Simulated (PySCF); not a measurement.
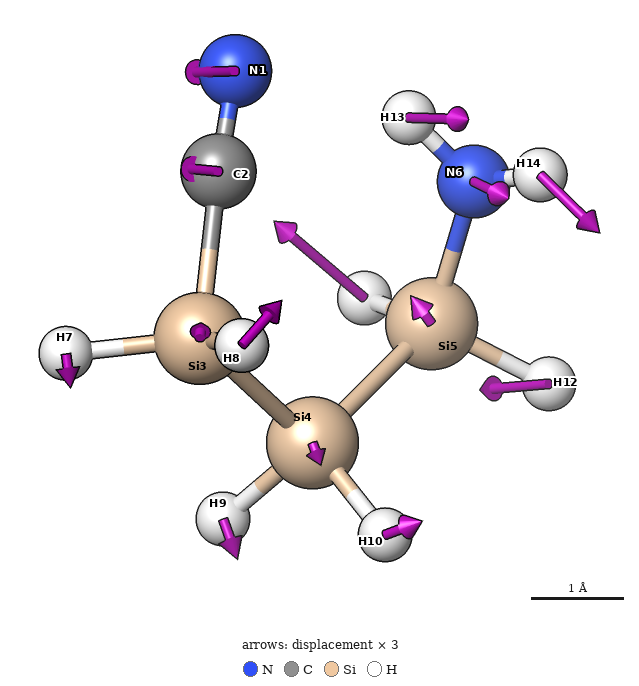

This is a relaxation of CH₈N₂Si₃. The starting structure is drawn; purple arrows show the displacements, magnified 3 times. The two geometries are superimposed by the best rigid fit.

A ball-and-stick model, seen from a free direction.

The start comes from GFN2-xTB.

The calculation used PySCF, PBE0-D3(BJ)/def2-SVP geometry optimisation, gas phase. 

Q: Describe the change and its energy.

A: The largest move after the best rigid fit is that of an H atom, 0.50 Å. Largest moves by element: H 0.50 Å, N 0.43 Å, C 0.31 Å, Si 0.14 Å. Some distances before and after: Si–Si 2.332 → 2.375 Å, Si–Si 2.328 → 2.356 Å, H–Si 1.466 → 1.493 Å, C–N 1.147 → 1.161 Å. Among the angles between lasting bonds that change: Si–Si–Si 116.8° → 108.2°, N–Si–H 104.0° → 109.2°, Si–Si–H 118.1° → 113.1°. The energy falls by 19.0 kJ/mol in 11 geometry steps. The largest force component goes from 1.5 to 0.023 eV/Å. The run took about 80 core-seconds on a shared host.
